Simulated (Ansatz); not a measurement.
## Electronic structure of ClF₃H₂OZr in real space

```tsv
atom	x (Å)	y (Å)	z (Å)
Zr	-0.1872	-0.3290	-0.8374
Cl	1.5539	-1.6943	0.1358
F	-0.0610	-0.9125	-2.6567
F	-1.9900	-0.8176	-0.4100
F	0.0976	1.5617	-1.1064
H	0.6060	0.1237	1.9580
O	-0.0972	0.5541	1.4323
H	0.0779	1.5141	1.4843
```

Core potentials replace the inner electrons of Zr.

Method: RKS revPBE/def2-SVP (Ansatz).

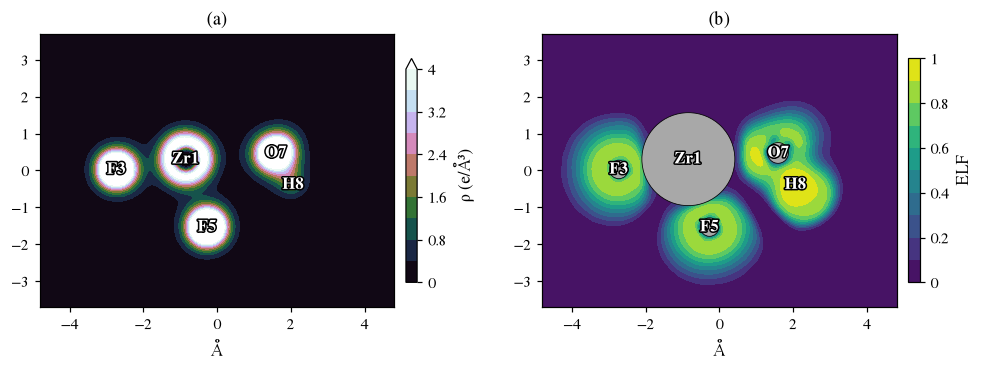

Figure 1. (a) electron density; (b) electron localisation function on the plane of atoms Zr1, O7 and H8. Grey discs cover the atomic cores in the ELF map.

Read the bonding off the picture.

Atoms in the plane: Zr, F, O and H.
Zr–F (1.91 Å): ρ is about 0.92 e/Å³ halfway; the ELF peaks at about 0.85 in the valence shell of F, 0.5 Å from its nucleus, and drops to about 0.20 between the two atoms.
Zr–O (2.44 Å): the density is about 0.28 e/Å³ at the midpoint; the ELF peaks at about 0.90 in the valence shell of O, 0.7 Å from its nucleus, and drops to about 0.10 between the two atoms.
O–H (0.98 Å): ρ is about 3.6 e/Å³ halfway; the ELF climbs to about 1 towards the hydrogen, as it does in any bond to H: an ordinary covalent bond to hydrogen.

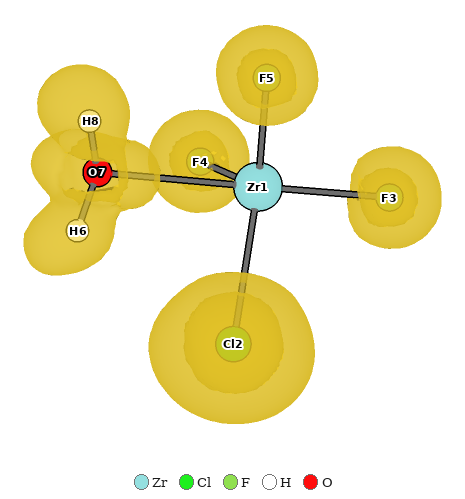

Figure 2. Isosurface of the ELF at 0.8 (yellow), seen at a tilt. Only the valence region is drawn (cores and ρ < 0.01 e/Å³ removed).

Where are the electrons localised?

The ELF exceeds this value in one region wrapped around Cl (its valence shell), three regions wrapped around F (the valence shell of each) and one joined region spread over several atoms (H, O), in which their bonds and any lone pairs are merged. Along the contacts the grid gives the following. Zr–Cl (2.42 Å): the ELF peaks at about 0.85 in the valence shell of Cl, 0.8 Å from its nucleus, and is about 0.30 at the midpoint.

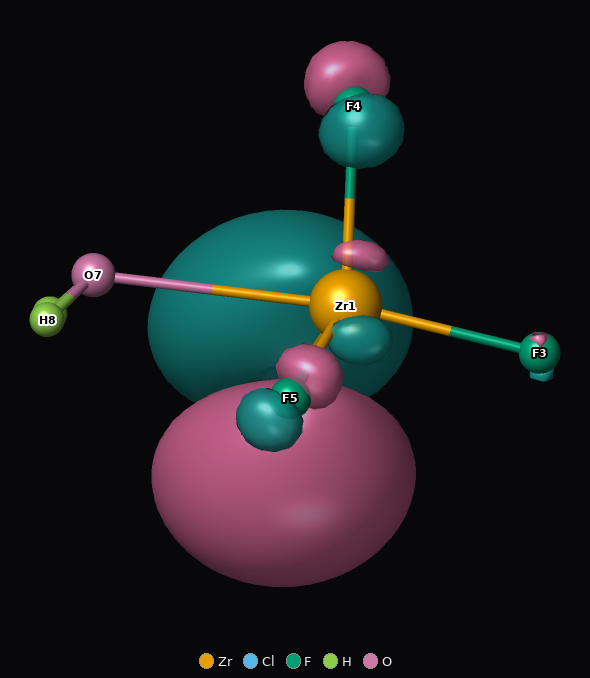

Figure 3. The HOMO−1 at ±0.1 Å⁻³ᐟ² (teal and pink are the two phases), seen from one side.

Where does this orbital lie, and at what energy?

Its weight (Hirshfeld) is mainly on Cl2 (about 90 %); largely a lone pair of Cl2. Its energy is −7.80 eV.

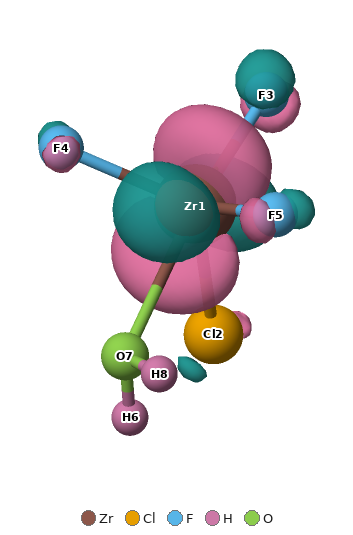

Figure 4. The LUMO at ±0.2 Å⁻³ᐟ² (teal and pink are the two phases), seen at an oblique angle.

Where does this orbital lie, and at what energy?

It lies mainly on Zr1 (about 75 %), F3 (about 10 %) and Cl2 (about 10 %). Its energy is −2.21 eV.
